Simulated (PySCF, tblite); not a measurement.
# C₇H₁₆Si₂: geometry, infrared bands and NMR shifts

Aim: predict the infrared bands and NMR shifts of C₇H₁₆Si₂ (`C=C[Si@@H]1CC[C@H](CC)[SiH2]1`).

Computed with tblite 0.8.0 and PySCF 2.14.0, with density-fitted response routines of our own, on a single molecule in the gas phase. Atoms count from 0, in the outputs and in this text.

### 1 The molecule as given

25 atoms, charge 0, multiplicity 1; geometry from: force field or distance geometry start.

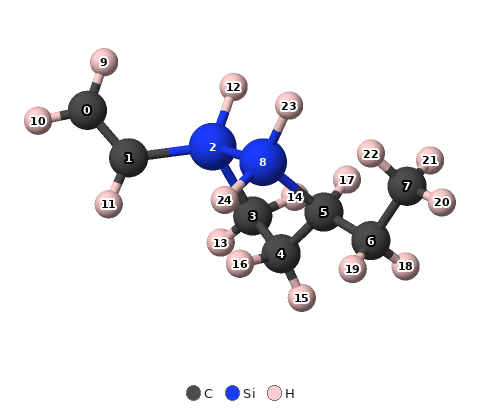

The starting geometry (carbon dark grey, silicon blue, hydrogen pink), atoms numbered.

### 2 Optimising the geometry with GFN2-xTB

What the job is given:

```
{"job": {"kind": "relax", "xc": "GFN2-xTB", "basis": "xTB"}, "charge": 0, "multiplicity": 1}
C      4.131700     1.148600     0.651400
C      3.073500     0.874400    -0.131800
Si     1.686600    -0.157200     0.413300
C      0.947900    -1.166400    -1.017000
C     -0.309900    -0.419400    -1.429300
C     -1.195700    -0.291600    -0.235800
C     -2.610500     0.009400    -0.440100
C     -3.250900     0.081600     0.959600
Si    -0.222000     1.021200     0.724400
H      4.172500     0.762400     1.674900
H      4.918700     1.771200     0.254600
H      3.098200     1.296900    -1.133500
H      1.902000    -0.954700     1.605400
H      1.666000    -1.322300    -1.829300
H      0.558500    -2.130100    -0.573000
H     -0.792700    -0.824100    -2.312200
H      0.061800     0.618500    -1.659300
H     -1.078500    -1.238000     0.363200
H     -3.109500    -0.823200    -0.952900
H     -2.836000     0.976300    -0.915700
H     -4.311300     0.368500     0.928700
H     -3.119000    -0.950400     1.398800
H     -2.596300     0.748600     1.566700
H     -0.620200     1.111600     2.106900
H     -0.176100     2.291300    -0.009000
```

Launch:

```console
> OMP_NUM_THREADS=1 python probes_run.py task.json out
```

One launch serves the whole session: the jobs run in the order shown.

**Question.** This job is followed by: GFN2-xTB harmonic vibrations, gas phase; GIAO PBE0/pcSseg-1 NMR shielding, non-relativistic, gas phase. Predict these results of the whole session: strongest single infrared mode (GFN2-xTB); zero-point energy (GFN2-xTB); 13C shifts against TMS (PBE0/pcSseg-1); 1H shifts against TMS (PBE0/pcSseg-1, means over atoms taken as alike); 29Si shifts against TMS (PBE0/pcSseg-1).

**Answer**, as computed:

```
                                                              quantity                                                                                   value
                             strongest single infrared mode (GFN2-xTB)                                                                   2179 cm⁻¹, 518 km/mol
                                          zero-point energy (GFN2-xTB)                                                                          128.7 kcal/mol
                                13C shifts against TMS (PBE0/pcSseg-1)                                          142.8, 141.4, 38.0, 37.9, 33.2, 18.8, 18.6 ppm
1H shifts against TMS (PBE0/pcSseg-1, means over atoms taken as alike)  6.40, 6.35, 6.20, 4.54, 3.93, 3.42, 2.28, 1.91, 1.36, 1.34, 1.27, 1.18, 0.88, 0.84 ppm
                               29Si shifts against TMS (PBE0/pcSseg-1)                                                                        -31.7, -66.5 ppm
```

What this shows: Relaxing lowered the energy by 1.093 eV in 148 steps; the close pair that moved most is C1–Si2, from 1.812 to 1.885 Å. No mode is imaginary among the 69: a minimum at this level. The strongest single mode, at 2179 cm⁻¹, moves mainly H24. GFN2-xTB is a fitted tight-binding method: band positions and strengths are rough. Its intensities can rank the bands wrongly. The most deshielded carbon is C1 (alkene CH), at 142.8 ppm: as expected for a trigonal carbon in a double bond. The most deshielded hydrogen is H11 (hydrogen on an alkene CH), at 6.40 ppm: olefinic region.
